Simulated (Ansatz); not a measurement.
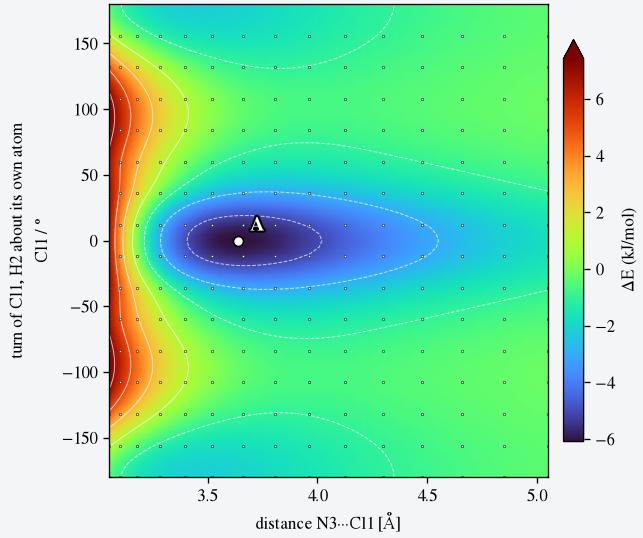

The pair ClH···N₂. 
- The turn is about an axis along (0.84, 0.54, 0.01) in the frame of the relaxed pair, normal to the line between the partners.
- Coordinates scanned: (1) distance N3···Cl1; (2) turn of Cl1, H2 about its own atom Cl1.
- Grid: 15 × 15 points; 199 points were computed and 26 follow by symmetry.
- Points are written as (first, second).
- All energies are given in kJ/mol relative to the two partners far apart, frozen as in the relaxed pair, each in its own basis (no counterpoise correction).
- Method: RKS PBE0-D4/def2-TZVPD (Ansatz).

Drawn: a smooth colour map with a few white contour lines, dots at the grid points, one colour for all values above the top of the scale, the point A. Between grid points the surface is interpolated.

> What is the easiest way out of the well at A, and how high is the barrier?

The easiest path leads from the well at about (3.64 Å, 0°) to the well at about (3.47 Å, −180°), about 3.9 kJ/mol higher. Its highest point lies about 5.4 kJ/mol above the bottom of the first well on the interpolated surface, at about (3.98 Å, −100°). Seen from the upper well the barrier is about 1.5 kJ/mol. This is the barrier on the constrained surface; relaxing the other coordinates would change it.

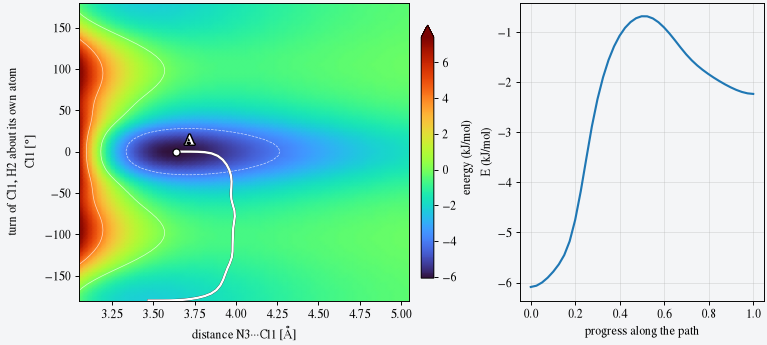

Drawn: a smooth colour map with a few white contour lines, a line along the lowest path, one colour for all values above the top of the scale, the energy along the path at the right. Between grid points the surface is interpolated.
